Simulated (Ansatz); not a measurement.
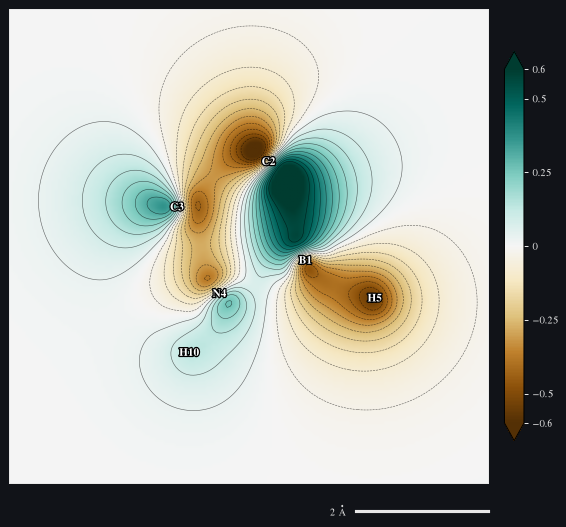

Figure 1: C2H6BN (SMILES B1CCN1). The HOMO−1 on the plane of atoms N4, B1 and H5 (values in Å⁻³ᐟ²; the overall sign is arbitrary).

Geometry: PBE0-D4/def2-TZVP.

Level of theory: RKS PBE0-D4/def2-TZVPP in Ansatz 0.2.0.

The calculation's input:

```
crystal:
  periodic: [false, false, false]
  atoms:
    - {symbol: B, position_ang: [-0.199493, 0.702568, -0.937626]}
    - {symbol: C, position_ang: [0.148939, 0.787243, 0.616912]}
    - {symbol: C, position_ang: [0.125478, -0.760051, 0.533973]}
    - {symbol: N, position_ang: [-0.193132, -0.690590, -0.889156]}
    - {symbol: H, position_ang: [-0.402521, 1.441512, -1.854312]}
    - {symbol: H, position_ang: [-0.609332, 1.213487, 1.276125]}
    - {symbol: H, position_ang: [1.118523, 1.208009, 0.889088]}
    - {symbol: H, position_ang: [-0.653303, -1.240542, 1.135090]}
    - {symbol: H, position_ang: [1.083356, -1.246067, 0.746045]}
    - {symbol: H, position_ang: [-0.335414, -1.466869, -1.513138]}
basis:
  gaussian: {orbitals: def2-TZVPP}
hamiltonian: {xc: pbe0, dispersion: d4}
output: {orbitals: {seedname: orbitals}}
```

Run with:

```sh
ansatz run in.yaml --threads 2 --pin off --events-out ev --progress --plain --max-ram 4352MiB
```

Question: Where does this orbital lie, and at what energy?

Answer: It lies mainly on C2 (about 35 %), B1 (about 25 %), H5 (about 15 %) and C3 (about 10 %). Its energy is −8.08 eV.
